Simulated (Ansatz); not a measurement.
**H3NOSi: interaction energy of a dimer with the counterpoise correction in Python**

How strongly do two molecules of H3NOSi bind, and how much of that is basis error? Wanted for H3NOSi: the interaction energy of a dimer with the counterpoise correction. SMILES: N[Si]O.

Program: the Python package of Ansatz 0.2.0. Level of theory: MP2/def2-SVPD. These are calculated values, not measurements.

### Step 1. The structure

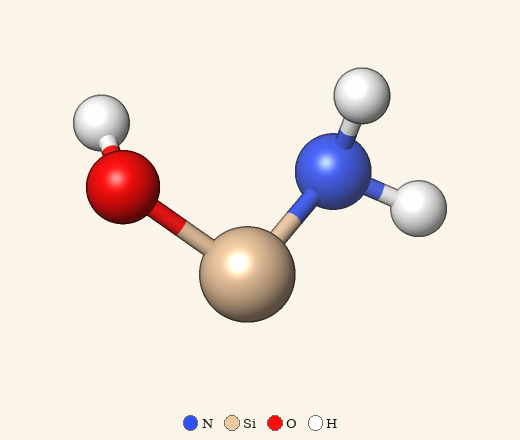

The structure that the script starts from, seen from a chosen angle (nitrogen blue, silicon light orange, oxygen red, hydrogen white).

No structure file is read: the coordinates are typed or built in the script.

### Step 2. Script

The input, h3nosi.py:

```python
'''Binding of a H3NOSi dimer at a trial geometry.'''

import ansatz as az

FIRST = [
    ('N', (-0.8283, 0.003, -0.2548)),
    ('Si', (0.6304, -0.6052, -0.6716)),
    ('O', (1.4819, -0.1858, 0.6496)),
    ('H', (-1.4844, -0.1158, -1.0062)),
    ('H', (-0.8069, 1.0542, -0.2073)),
    ('H', (1.0075, -0.1506, 1.4903)),
]
SECOND = [
    ('N', (-0.3852, 1.5763, 2.8785)),
    ('Si', (-0.5825, 2.9247, 1.976)),
    ('O', (0.2274, 3.9877, 2.9036)),
    ('H', (-0.8892, 0.8075, 2.4734)),
    ('H', (-0.8924, 1.6516, 3.7977)),
    ('H', (0.9739, 3.6507, 3.4158)),
]

def energy(atoms, ghosts=()):
    molecule = az.Crystal.molecule()
    for symbol, xyz in atoms:
        molecule = molecule.atom(symbol, xyz)
    calc = (
        molecule.calculation()
        .basis(gaussian='def2-SVPD')  # atom-centred Gaussian functions
        .correlation('mp2')
    )
    deck = calc.input()
    if ghosts:
        deck = deck.set(az.key.basis.gaussian.ghost_atoms, [{'symbol': s, 'position_ang': list(xyz)} for s, xyz in ghosts])
    return az.Session.from_dict(deck).plan().execute().report['free_energy_ev']

# monomers in their own basis and in the basis of the dimer
both = energy(FIRST + SECOND)
alone = energy(FIRST) + energy(SECOND)
ghosted = energy(FIRST, SECOND) + energy(SECOND, FIRST)
print(f'dimer {both:.6f} eV')
print(f'interaction, uncorrected   {23.060548 * (both - alone):8.3f} kcal/mol')
print(f'interaction, counterpoise  {23.060548 * (both - ghosted):8.3f} kcal/mol')
print(f'basis-set superposition    {23.060548 * (alone - ghosted):8.3f} kcal/mol')
```

### Step 3. What the engine is handed

The package turns the script's settings into the engine's input (first run):

```yaml
crystal:
  periodic: [false, false, false]
  atoms:
    - { symbol: "N", position_ang: [-0.8283, 0.003, -0.2548] }
    - { symbol: Si, position_ang: [0.6304, -0.6052, -0.6716] }
    - { symbol: O, position_ang: [1.4819, -0.1858, 0.6496] }
    - { symbol: H, position_ang: [-1.4844, -0.1158, -1.0062] }
    - { symbol: H, position_ang: [-0.8069, 1.0542, -0.2073] }
    - { symbol: H, position_ang: [1.0075, -0.1506, 1.4903] }
    - { symbol: "N", position_ang: [-0.3852, 1.5763, 2.8785] }
    - { symbol: Si, position_ang: [-0.5825, 2.9247, 1.976] }
    - { symbol: O, position_ang: [0.2274, 3.9877, 2.9036] }
    - { symbol: H, position_ang: [-0.8892, 0.8075, 2.4734] }
    - { symbol: H, position_ang: [-0.8924, 1.6516, 3.7977] }
    - { symbol: H, position_ang: [0.9739, 3.6507, 3.4158] }
basis:
  gaussian:
    orbitals: def2-SVPD
correlation:
  method: mp2
```

### Step 4. The run

The run is started by

```bash
> python h3nosi.py
```

**Question.** How large is the interaction at this pose, and how much of it is basis-set superposition?

**Answer**, as computed:

| quantity | value |
| --- | --- |
| interaction energy, uncorrected | -5.488 kcal/mol |
| interaction energy, counterpoise | -2.758 kcal/mol |
| runs compared | 5 |

In words: The counterpoise correction takes away 50 % of the apparent binding. Uncorrected it is -5.488 kcal/mol, with the counterpoise correction -2.758 kcal/mol; the difference, 2.73 kcal/mol, is the superposition error. The dimer is a generated trial pose of unrelaxed monomers, not a minimum, so the figure is no binding energy, and the basis set is small.
